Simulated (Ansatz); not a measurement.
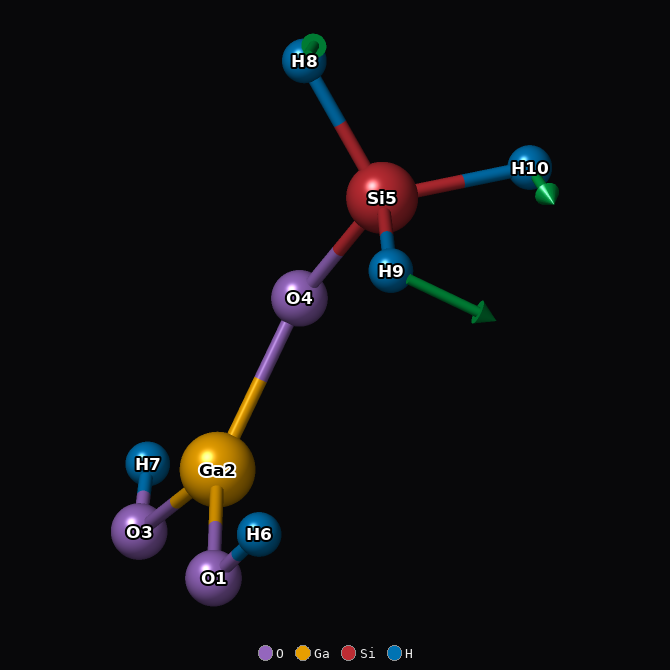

The arrows show one normal mode. Harmonic vibrations computed with RKS PBE0-D4/def2-TZVP (Ansatz 0.2.0) at a stationary point of the same level.

Q: What kind of motion is it?

A: Mostly H–Si–H bending.

Q: At what wavenumber does it lie?

A: 951 cm⁻¹; it is mode 16 of 24 counted from the lowest.
